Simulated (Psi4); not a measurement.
Intermolecular potential of CO ··· H3O+ (SMILES [C-]#[O+] and [OH3+]) (charge +1). Monomers: optimised at B3LYP-D3(BJ) (def2-TZVP), held rigid. Orientation: lowest of the rigid-body minima from ten starts at GFN2-xTB. The monomers approach along the line of their centres of mass (distance R); nothing else relaxes.

Method: SAPT0/jun-cc-pVDZ, frozen core in Psi4.

Components in kJ/mol:

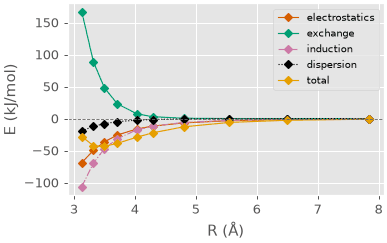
*Components of the interaction energy.*

```
R / Å  electrostatics  exchange  induction  dispersion   total
-----  --------------  --------  ---------  ----------  ------
3.13           -68.69    166.13    -106.36      -19.24  -28.16
3.32           -49.58     88.48     -69.29      -12.11  -42.49
3.50           -36.31     48.01     -47.31       -7.89  -43.49
3.71           -25.74     23.20     -31.29       -4.86  -38.70
4.03           -16.33      7.49     -17.88       -2.45  -29.17
4.29           -11.85      2.93     -11.96       -1.47  -22.35
4.80            -6.77      0.45      -5.97       -0.59  -12.89
5.55            -3.28      0.03      -2.61       -0.19   -6.05
6.49            -1.43      0.00      -1.19       -0.06   -2.69
7.85            -0.44      0.00      -0.50       -0.02   -0.96
```
